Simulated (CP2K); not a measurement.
# PBE/DZVP-MOLOPT-SR-GTH (core potential) run of CH4AlNO (SMILES C1[NH][AlH][O]1)

Aim: the energy change on altering one bond length of CH4AlNO at PBE/DZVP-MOLOPT-SR-GTH (core potential), from 2 runs. 

The results are computed with CP2K 2026.2.

2 further runs of the same task are left out: 2 set aside as unsound or not needed.

## Step 1: Starting point

The species is CH4AlNO (8 atoms), meant as a singlet with charge 0. As SMILES, `C1[NH][AlH][O]1`. Geometry: relaxed at PBE0-D4/def2-TZVP.

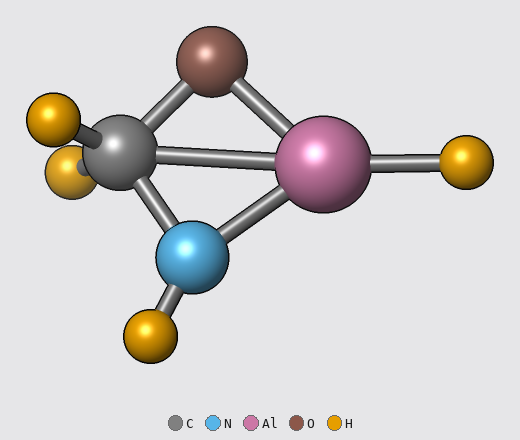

Viewed from a chosen angle; carbon grey, nitrogen blue, aluminium pink, oxygen brown, hydrogen amber.

## Step 2: The energy at PBE/DZVP-MOLOPT-SR-GTH (core potential)

File molecule.xyz:

```xyz
8

C     -0.254000     0.762000    -0.440000
N      0.576900     0.253100     0.654700
Al     0.036100    -1.359500     0.209100
O     -0.820500    -0.429100    -0.975000
H      0.332400     1.276900    -1.213500
H     -1.052500     1.431000    -0.090700
H      1.107700     0.887000     1.221500
H      0.166000    -2.878600     0.578000
```

File gas.inp:

```
&GLOBAL
  PROJECT_NAME gas
  RUN_TYPE ENERGY
  PRINT_LEVEL MEDIUM
&END GLOBAL

&FORCE_EVAL
  METHOD QUICKSTEP
  &DFT
    BASIS_SET_FILE_NAME BASIS_MOLOPT
    POTENTIAL_FILE_NAME GTH_POTENTIALS
    &QS
      METHOD GPW
      EPS_DEFAULT 1.0E-10
    &END QS
    &MGRID
      CUTOFF 400
      REL_CUTOFF 50
      NGRIDS 4
    &END MGRID
    ! cluster boundary conditions
    &POISSON
      PERIODIC NONE
      POISSON_SOLVER MULTIPOLE
    &END POISSON
    &SCF
      SCF_GUESS ATOMIC
      EPS_SCF 1.0E-06
      MAX_SCF 40
      &OT
        MINIMIZER CG
        PRECONDITIONER FULL_ALL
      &END OT
      &OUTER_SCF
        EPS_SCF 1.0E-06
        MAX_SCF 8
      &END OUTER_SCF
    &END SCF
    &XC
      &XC_FUNCTIONAL PBE
      &END XC_FUNCTIONAL
    &END XC
    ! extra output
    &PRINT
      &MOMENTS
        PERIODIC F
        REFERENCE COM
        MAX_MOMENT 1
      &END MOMENTS
      &MO_CUBES
        NLUMO 5
        NHOMO -1
        WRITE_CUBE F
      &END MO_CUBES
      &HIRSHFELD OFF
      &END HIRSHFELD
    &END PRINT
  &END DFT
  &SUBSYS
    ! vacuum box
    &CELL
      ABC 9.2 11.3 9.4
      PERIODIC NONE
    &END CELL
    &TOPOLOGY
      COORD_FILE_NAME molecule.xyz
      COORD_FILE_FORMAT XYZ
      &CENTER_COORDINATES
      &END CENTER_COORDINATES
    &END TOPOLOGY
    &KIND C
      BASIS_SET DZVP-MOLOPT-SR-GTH-q4
      POTENTIAL GTH-PBE-q4
    &END KIND
    &KIND N
      BASIS_SET DZVP-MOLOPT-SR-GTH-q5
      POTENTIAL GTH-PBE-q5
    &END KIND
    &KIND Al
      BASIS_SET DZVP-MOLOPT-SR-GTH-q3
      POTENTIAL GTH-PBE-q3
    &END KIND
    &KIND O
      BASIS_SET DZVP-MOLOPT-SR-GTH-q6
      POTENTIAL GTH-PBE-q6
    &END KIND
    &KIND H
      BASIS_SET DZVP-MOLOPT-SR-GTH-q1
      POTENTIAL GTH-PBE-q1
    &END KIND
  &END SUBSYS
&END FORCE_EVAL
```

The run is started by

```
$ OMP_NUM_THREADS=1 cp2k.psmp gas.inp > gas.out
```

Log:

```text
CP2K| version string:                                       CP2K version 2026.2
[...]
 GLOBAL| Method name                                                        CP2K
[...]
 GLOBAL| Run type                                                         ENERGY
[...]
 DFT| Spin restricted Kohn-Sham (RKS) calculation                            RKS
 DFT| Multiplicity                                                             1
[...]
 DFT| Charge                                                                   0
[...]
 FUNCTIONAL| PBE:
 QS| Method:                                                                 GPW
[...]
 QS| Density cutoff [a.u.]:                                                200.0
[...]
 QS| Relative density cutoff [a.u.]:                                        25.0
[...]
                             - Atoms:                                          8
[...]
                             - Spherical basis functions:                     72
[...]
 Number of electrons:                                                         22
[...]
     1 OT CG       0.15E+00    1.3     0.23195232       -33.5883676358 -3.36E+01
[...]
    25 OT CG       0.96E-01    1.3     0.00000086       -36.0840439289 -8.12E-11
  *** SCF run converged in    25 steps ***
[...]
  Overlap energy of the core charge distribution:               0.00000063086030
  Self energy of the core charge distribution:                -90.99562551646461
  Core Hamiltonian energy:                                     26.72481411510954
  Hartree energy:                                              38.24187437527097
  Exchange-correlation energy:                                -10.05510753363200
  Total energy:                                               -36.08404392885581
[...]
                     Mulliken Population Analysis
 #  Atom  Element  Kind  Atomic population                           Net charge
       1     C        1          4.099940                             -0.099940
       2     N        2          5.208393                             -0.208393
       3     Al       3          2.646996                              0.353004
       4     O        4          6.389544                             -0.389544
       5     H        5          0.913779                              0.086221
       6     H        5          0.913837                              0.086163
       7     H        5          0.899933                              0.100067
       8     H        5          0.927578                              0.072422
 # Total charge                             22.000000                 -0.000000
[...]
  Dipole moment [Debye]
    X=  0.1170513E+01 Y= -0.3973154E-01 Z=  0.1450944E+01  Total=      1.8646502
[...]
 HOMO - LUMO gap [eV] :    4.488063
 ENERGY| Total FORCE_EVAL ( QS ) energy [hartree]            -36.084043928855806
[...]
```

Run time: 56 s. Hardware: 1 thread of Arm Neoverse V1, shared host; peak memory 0.8 GiB.

## Step 3: The distorted shape

File gas.inp:

```
&GLOBAL
 PROJECT_NAME gas
 RUN_TYPE ENERGY
 PRINT_LEVEL MEDIUM
&END GLOBAL

&FORCE_EVAL
 METHOD QUICKSTEP
 &DFT
  BASIS_SET_FILE_NAME BASIS_MOLOPT
  POTENTIAL_FILE_NAME GTH_POTENTIALS
  &QS
   METHOD GPW
   EPS_DEFAULT 1.0E-10
  &END QS
  &MGRID
   CUTOFF 400
   REL_CUTOFF 50
   NGRIDS 4
  &END MGRID
  &POISSON
   PERIODIC NONE
   POISSON_SOLVER MULTIPOLE
  &END POISSON
  &SCF
   SCF_GUESS ATOMIC
   EPS_SCF 1.0E-06
   MAX_SCF 100
   ADDED_MOS 5
   &DIAGONALIZATION
    ALGORITHM STANDARD
   &END DIAGONALIZATION
   &MIXING
    METHOD BROYDEN_MIXING
    ALPHA 0.3
    NBUFFER 8
   &END MIXING
  &END SCF
  &XC
   &XC_FUNCTIONAL PBE
   &END XC_FUNCTIONAL
  &END XC
  &PRINT
   &MOMENTS
    PERIODIC F
    REFERENCE COM
    MAX_MOMENT 1
   &END MOMENTS
   &MO ON
    ENERGIES T
    OCCUPATION_NUMBERS T
    NDIGITS 6
    &EACH
     QS_SCF 0
    &END EACH
    ADD_LAST NUMERIC
   &END MO
   &HIRSHFELD OFF
   &END HIRSHFELD
  &END PRINT
 &END DFT
 &SUBSYS
  &CELL
   ABC 9.2 12.5 9.4
   PERIODIC NONE
  &END CELL
  &COORD
   C     -0.357916     1.977233    -0.735109
   N      0.472984     1.468333     0.359591
   Al    -0.067816    -0.144267    -0.086009
   O     -0.924416     0.786133    -1.270109
   H      0.228484     2.492133    -1.508609
   H     -1.156416     2.646233    -0.385809
   H      1.003784     2.102233     0.926391
   H      0.166000    -2.878600     0.578000
  &END COORD
  &TOPOLOGY
   &CENTER_COORDINATES
   &END CENTER_COORDINATES
  &END TOPOLOGY
  &KIND C
   BASIS_SET DZVP-MOLOPT-SR-GTH-q4
   POTENTIAL GTH-PBE-q4
  &END KIND
  &KIND N
   BASIS_SET DZVP-MOLOPT-SR-GTH-q5
   POTENTIAL GTH-PBE-q5
  &END KIND
  &KIND Al
   BASIS_SET DZVP-MOLOPT-SR-GTH-q3
   POTENTIAL GTH-PBE-q3
  &END KIND
  &KIND O
   BASIS_SET DZVP-MOLOPT-SR-GTH-q6
   POTENTIAL GTH-PBE-q6
  &END KIND
  &KIND H
   BASIS_SET DZVP-MOLOPT-SR-GTH-q1
   POTENTIAL GTH-PBE-q1
  &END KIND
 &END SUBSYS
&END FORCE_EVAL
```

The run is started by

```
$ OMP_NUM_THREADS=1 cp2k.psmp -i gas.inp -o gas.out
```

Log (excerpt; [...] marks lines left out):

```text
CP2K| version string:                                       CP2K version 2026.2
[...]
 GLOBAL| Method name                                                        CP2K
[...]
 GLOBAL| Run type                                                         ENERGY
[...]
 DFT| Spin restricted Kohn-Sham (RKS) calculation                            RKS
 DFT| Multiplicity                                                             1
[...]
 DFT| Charge                                                                   0
[...]
 FUNCTIONAL| PBE:
 QS| Method:                                                                 GPW
[...]
 QS| Density cutoff [a.u.]:                                                200.0
[...]
 QS| Relative density cutoff [a.u.]:                                        25.0
[...]
                             - Atoms:                                          8
[...]
                             - Spherical basis functions:                     72
[...]
 Number of electrons:                                                         22
[...]
     1 NoMix/Diag. 0.30E+00    1.7     0.92939686       -35.5107648705 -3.55E+01
[...]
    20 Broy./Diag. 0.30E+00    2.0     0.00000042       -35.9585120139 -2.67E-06
  *** SCF run converged in    20 steps ***
[...]
  Overlap energy of the core charge distribution:               0.00000062909048
  Self energy of the core charge distribution:                -90.99562551646461
  Core Hamiltonian energy:                                     26.59498057862202
  Hartree energy:                                              38.38592763090345
  Exchange-correlation energy:                                 -9.94379533609204
  Total energy:                                               -35.95851201394071
[...]
                     Mulliken Population Analysis
 #  Atom  Element  Kind  Atomic population                           Net charge
       1     C        1          4.093061                             -0.093061
       2     N        2          5.193661                             -0.193661
       3     Al       3          2.779386                              0.220614
       4     O        4          6.372925                             -0.372925
[...]
  Dipole moment [Debye]
    X=  0.1143824E+01 Y=  0.2685836E+00 Z=  0.1372355E+01  Total=      1.8066068
 ENERGY| Total FORCE_EVAL ( QS ) energy [hartree]            -35.958512013940705
[...]
```

Wall time 41 s (1 thread of Arm Neoverse V1, shared host); peak memory 1.6 GiB.

## Step 4: What came out

Level: PBE/DZVP-MOLOPT-SR-GTH (core potential).

```
                                                          quantity         value
                                         first shape: total energy  -36.08404 Eh
                                        first shape: dipole moment        1.86 D
                                          first shape: HOMO energy      -5.43 eV
                                          first shape: LUMO energy      -0.94 eV
                                        first shape: HOMO–LUMO gap       4.49 eV
                                     distorted shape: total energy  -35.95851 Eh
                                    distorted shape: dipole moment        1.81 D
                                      distorted shape: HOMO energy      -5.64 eV
                                      distorted shape: LUMO energy      -3.16 eV
                                    distorted shape: HOMO–LUMO gap       2.48 eV
energy change with the Al3–H8 bond stretched from 1.569 to 2.824 Å      3.416 eV
```

With the Al3–H8 bond stretched from 1.569 to 2.824 Å the energy rises by 3.42 eV (79 kcal/mol). The first shape isn't relaxed at this level, so the change isn't measured from a minimum.
